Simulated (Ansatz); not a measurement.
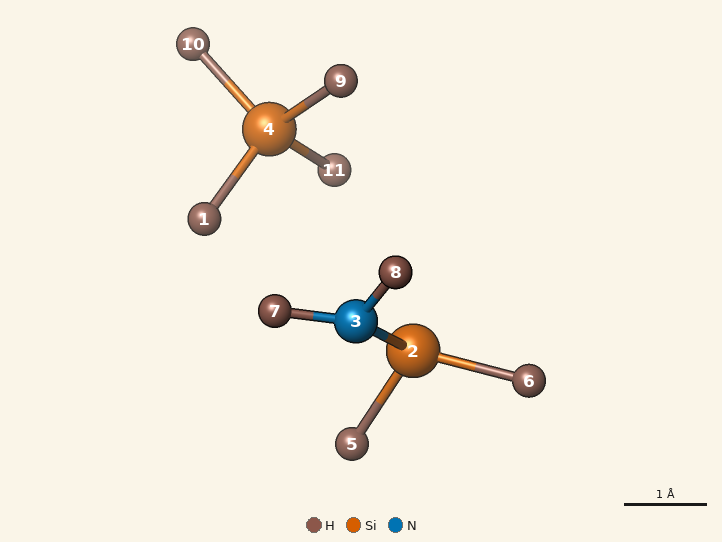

Orthographic view. Distant atoms are faded towards the background colour. State: neutral, doublet. The computed structure is the end point of a PBE0-D4/def2-TZVP optimisation.

Write the connection table.

H1: Si4
Si2: N3, H5, H6
N3: Si2, H7, H8
Si4: H1, H9, H10, H11
H5: Si2
H6: Si2
H7: N3
H8: N3
H9: Si4
H10: Si4
H11: Si4
